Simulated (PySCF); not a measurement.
# Run report: SiH₂O₂F (charge −1), single-point calculation

- system: SiH₂O₂F, charge −1
- method: RPA (PBE)/aug-cc-pVDZ, RKS (PySCF 2.14.0)

The geometry is that of the parent species in another charge or spin state. The geometry comes from this level: PBE0-D4/def2-TZVP.

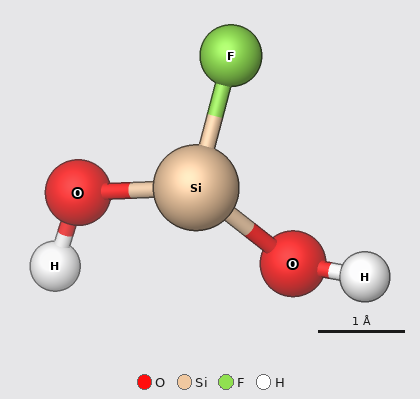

**Figure 1.** The structure (ball-and-stick view, seen at a tilt). Bond lengths as drawn: F–Si 1.59 Å, H–O 0.96 Å and O–Si 1.63 to 1.64 Å.

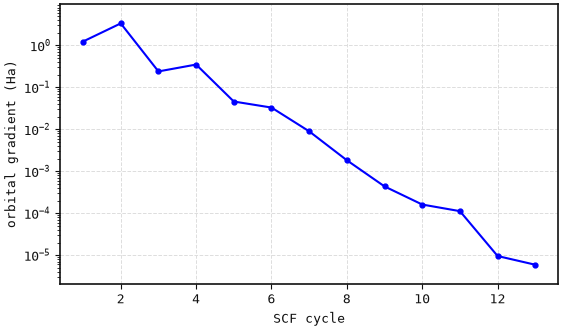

**Figure 2.** Convergence of the self-consistent field: orbital gradient against the SCF cycle. The residual comes down, with one marked jump up, by a factor of about 2.5, at step 2.

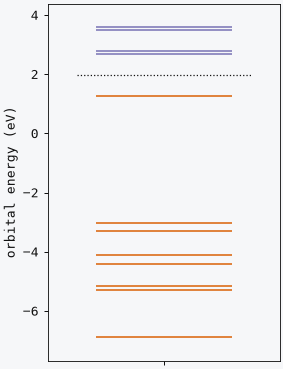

**Figure 3.** Orbital energies near the frontier (SCF reference); the dotted line parts filled from empty levels, and levels within 0.02 eV of each other stand side by side. Highest filled 1.26 eV, lowest empty 2.68 eV, 1.42 eV apart.

These pictures come from the run below.

Input (job.py):
```python
from pyscf import gto, dft
from pyscf.gw.rpa import RPA

molecule = gto.Mole()
molecule.atom = '''
O     -1.676754     1.950197    -1.183535
Si     0.723576     0.049511    -0.843763
O      0.654412    -1.059569     2.047329
F      0.301222    -2.142760    -2.865392
H     -1.987236     3.134678     0.153257
H      2.064148    -2.053376     2.604987
'''
molecule.charge = -1
molecule.verbose = 4
molecule.spin = 0
molecule.basis = 'aug-cc-pvdz'
molecule.max_memory = 1860
molecule.unit = 'bohr'
molecule.build()

mf = dft.RKS(molecule, xc='pbe')
mf.conv_tol = 1e-10
mf.grids.level = 5
mf.kernel()
if not mf.converged:
    mf = mf.newton().run(mf.mo_coeff, mf.mo_occ)

rpa = RPA(mf, frozen=8)
rpa.kernel()
e_exx = mf.to_hf().energy_tot(mf.make_rdm1())
etot = e_exx + rpa.e_corr
print('E(%s) = %.9f' % ('PBE', etot))
```

Launched with:
```bash
OMP_NUM_THREADS=1 python job.py
```

The program's output:
```
PySCF version 2.14.0

[INPUT] num. atoms = 6
[INPUT] num. electrons = 42
[INPUT] charge = -1
[INPUT] spin (= nelec alpha-beta = 2S) = 0
[INPUT] symmetry False subgroup None
[INPUT] Mole.unit = bohr
[INPUT] Symbol           X                Y                Z      unit          X                Y                Z       unit  Magmom
[INPUT]  1 O     -0.887300005119   1.031999809205  -0.626299750326 AA   -1.676754000000   1.950197000000  -1.183535000000 Bohr   0.0
[INPUT]  2 Si     0.382899929569   0.026200092890  -0.446500151017 AA    0.723576000000   0.049511000000  -0.843763000000 Bohr   0.0
[INPUT]  3 O      0.346299916953  -0.560699768197   1.083399850056 AA    0.654412000000  -1.059569000000   2.047329000000 Bohr   0.0
[INPUT]  4 F      0.159399817828  -1.133899760471  -1.516300146752 AA    0.301222000000  -2.142760000000  -2.865392000000 Bohr   0.0
[INPUT]  5 H     -1.051600003920   1.658800161172   0.081100111814 AA   -1.987236000000   3.134678000000   0.153257000000 Bohr   0.0
[INPUT]  6 H      1.092300081566  -1.086599784650   1.378499755143 AA    2.064148000000  -2.053376000000   2.604987000000 Bohr   0.0

nuclear repulsion = 177.531825561362
number of shells = 42
number of NR pGTOs = 177
number of NR cGTOs = 114
basis = aug-cc-pvdz
ecp = {}

******** <class 'pyscf.dft.rks.RKS'> ********
method = RKS
initial guess = minao
damping factor = 0
level_shift factor = 0
DIIS = <class 'pyscf.scf.diis.CDIIS'>
diis_start_cycle = 1
diis_space = 8
diis_damp = 0
SCF conv_tol = 1e-10
SCF conv_tol_grad = None
SCF max_cycles = 50
direct_scf = True
direct_scf_tol = 1e-13
XC library pyscf.dft.libxc version 7.0.0
    S. Lehtola, C. Steigemann, M. J.T. Oliveira, and M. A.L. Marques.,  SoftwareX 7, 1–5 (2018)
XC functionals = pbe
    J. P. Perdew, K. Burke, and M. Ernzerhof.,  Phys. Rev. Lett. 77, 3865 (1996)
    J. P. Perdew, K. Burke, and M. Ernzerhof.,  Phys. Rev. Lett. 78, 1396 (1997)
    J. P. Perdew, K. Burke, and M. Ernzerhof.,  Phys. Rev. Lett. 77, 3865 (1996)
    J. P. Perdew, K. Burke, and M. Ernzerhof.,  Phys. Rev. Lett. 78, 1396 (1997)
radial grids:
    Treutler-Ahlrichs [JCP 102, 346 (1995); DOI:10.1063/1.469408] (M4) radial grids

becke partition: Becke, JCP 88, 2547 (1988); DOI:10.1063/1.454033
pruning grids: <function nwchem_prune>
grids dens level: 5
symmetrized grids: False
atomic radii adjust function: <function treutler_atomic_radii_adjust>
small_rho_cutoff = 0
Set gradient conv threshold to 1e-05
Initial guess from minao.
tot grids = 220472
init E= -541.13858720849
  HOMO = -0.189685780271861  LUMO = -0.0404777641282097  gap/eV = 4.06016
cycle= 1 E= -540.433749130853  delta_E= 0.705  |g|= 1.24  |ddm|= 3.24
  HOMO = 0.119662909420456  LUMO = 0.138805329448169  gap/eV = 0.52089
cycle= 2 E= -538.037467441894  delta_E=  2.4  |g|= 3.35  |ddm|= 24.6
  HOMO = 0.017697230494262  LUMO = 0.0900965088343302  gap/eV = 1.97008
cycle= 3 E= -540.733786246766  delta_E= -2.7  |g|= 0.24  |ddm|= 24.6
  HOMO = 0.0659577225919596  LUMO = 0.10920110364089  gap/eV = 1.17671
cycle= 4 E= -540.718099039737  delta_E= 0.0157  |g|= 0.35  |ddm|= 2.77
  HOMO = 0.0457097624841261  LUMO = 0.100680580235668  gap/eV = 1.49583
cycle= 5 E= -540.751211824341  delta_E= -0.0331  |g|= 0.046  |ddm|= 1.68
  HOMO = 0.0497631847025373  LUMO = 0.100433382250042  gap/eV = 1.37881
cycle= 6 E= -540.751506013926  delta_E= -0.000294  |g|= 0.033  |ddm|= 0.398
  HOMO = 0.0468773398144364  LUMO = 0.0991728769958523  gap/eV = 1.42303
cycle= 7 E= -540.751903380896  delta_E= -0.000397  |g|= 0.00896  |ddm|= 0.174
  HOMO = 0.046353806961009  LUMO = 0.098650012732192  gap/eV = 1.42305
cycle= 8 E= -540.751919727209  delta_E= -1.63e-05  |g|= 0.00183  |ddm|= 0.0204
  HOMO = 0.0461767502401855  LUMO = 0.0985243728702917  gap/eV = 1.42445
cycle= 9 E= -540.751920854571  delta_E= -1.13e-06  |g|= 0.000435  |ddm|= 0.00689
  HOMO = 0.046127478077004  LUMO = 0.0984709744142568  gap/eV = 1.42434
cycle= 10 E= -540.751920903925  delta_E= -4.94e-08  |g|= 0.000161  |ddm|= 0.00227
  HOMO = 0.0461438795999802  LUMO = 0.0984768408798268  gap/eV = 1.42405
cycle= 11 E= -540.751920909118  delta_E= -5.19e-09  |g|= 0.000112  |ddm|= 0.00118
  HOMO = 0.0461336164877331  LUMO = 0.0984730999913756  gap/eV = 1.42423
cycle= 12 E= -540.751920913631  delta_E= -4.51e-09  |g|= 9.54e-06  |ddm|= 0.000645
  HOMO = 0.046132537107936  LUMO = 0.0984720558233787  gap/eV = 1.42423
cycle= 13 E= -540.751920913652  delta_E= -2.08e-11  |g|= 5.91e-06  |ddm|= 5.73e-05
  HOMO = 0.0461336371852905  LUMO = 0.0984724967079926  gap/eV = 1.42421
Extra cycle  E= -540.751920913627  delta_E= 2.5e-11  |g|= 1.14e-05  |ddm|= 7.29e-05
converged SCF energy = -540.751920913627

******** <class 'pyscf.gw.rpa.RPA'> ********
method = RPA
nocc = 13  nmo = 106
frozen orbitals = 8
mem_avail = 1528.43  mem_blk = 0.10  auxlen = 354

******** <class 'pyscf.df.df.DF'> ********
auxbasis = auxmol.basis = {'Si': 'aug-cc-pvdz-ri', 'F': 'aug-cc-pvdz-ri', 'O': 'aug-cc-pvdz-ri', 'H': 'aug-cc-pvdz-ri'}
Lowest orbital energy difference:  5.2339e-02
E(RPA) = -540.439125375859  E_corr = -1.07904946431943  E_hf = -539.36007591154
E(PBE) = -540.436007963
```

Results in brief:

```json
{"quantity": "outcome", "value": "converged"}
{"quantity": "total energy", "value": "−540.436008 hartree"}
{"quantity": "SCF energy", "value": "−540.751921 hartree"}
{"quantity": "correlation energy", "value": "−1.079049 hartree"}
{"quantity": "basis functions", "value": "114"}
{"quantity": "HOMO of the SCF reference", "value": "1.26 eV"}
{"quantity": "LUMO of the SCF reference", "value": "2.68 eV"}
{"quantity": "hardware", "value": "1 thread of Intel Xeon @ 2.70GHz, 189 GiB of memory available, shared host"}
{"quantity": "wall time", "value": "34 s"}
{"quantity": "peak memory", "value": "0.61 GiB"}
```

Remarks:

The record of the run, not the program, notes: dipole of an ion depends on the origin.
